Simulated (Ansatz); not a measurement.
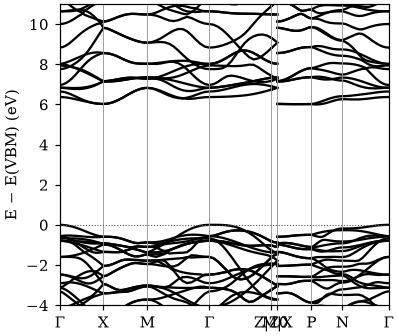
*Band structure from r²SCAN (plane waves, PAW; program Ansatz)*

The gap is 6.00 eV; an edge lies off the plotted path or next to a special point (maximum at Γ, minimum off the standard path).

The material is HfSiO$_{4}$ in space group I4_1/amd (No. 141; Hf on 4a, Si on 4b, O on 16h).

The r²SCAN relaxation kept the symmetry of its start. No spin polarisation was allowed. Scalar-relativistic: spin–orbit coupling is off unless named, which matters more the heavier the elements.

Potentials: the earlier of the program's two PAW sets.
